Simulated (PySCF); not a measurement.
Molecule: Sn(F)2(SH)2, SMILES [Sn]([F])([SH])([F])[SH] (H2F2S2Sn). Atoms near the plane z = 0.0 Å, at the CAM-B3LYP/def2-SVP optimised geometry (x, y, z in Å): F1 (-1.6, 0.9, 0.0), Sn2 (-0.8, -0.9, 0.0), S4 (1.6, -0.9, 0.0).

Level of theory: CAM-B3LYP/def2-TZVP, def2 effective core potentials past Kr in PySCF. The core electrons that the potentials of Sn replace are not part of the density. Cells within 0.4 Å of a nucleus heavier than hydrogen are left out (blank, or x). The values are rescaled to run from 0 to 1.

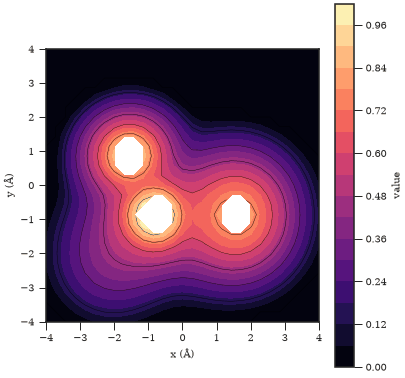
Figure: a field on the plane z = 0.0 Å.

Which quantity is mapped?
A) Laplacian of the electron density
B) deformation density (molecule minus spherical neutral atoms)
C) an orbital amplitude
D) log10 of the electron density

D, log10 of the electron density. In full: log10 of the electron density (e/bohr³), floored at −4.
